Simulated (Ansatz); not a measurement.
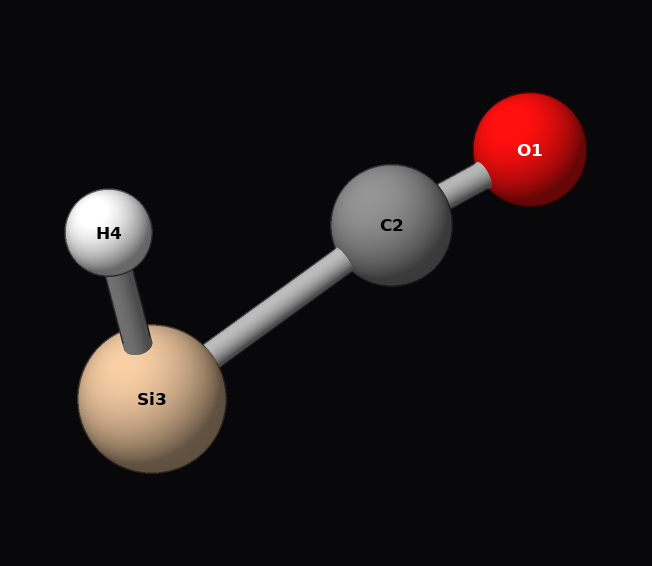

The questions are on Mulliken charges. State: charge +1, singlet. The geometry was computed by an optimisation with PBE-D4/def2-SVP. No frequency run is at hand to confirm it as a minimum. Properties computed with RKS PBE-D4/def2-SVP (Ansatz 0.2.0).

List the Mulliken charges.

```json
{"atom": "O1", "value (e)": "0.18"}
{"atom": "C2", "value (e)": "0.07"}
{"atom": "Si3", "value (e)": "0.71"}
{"atom": "H4", "value (e)": "0.04"}
```

Mulliken values depend strongly on the basis set and can even reverse the polarity of a bond.
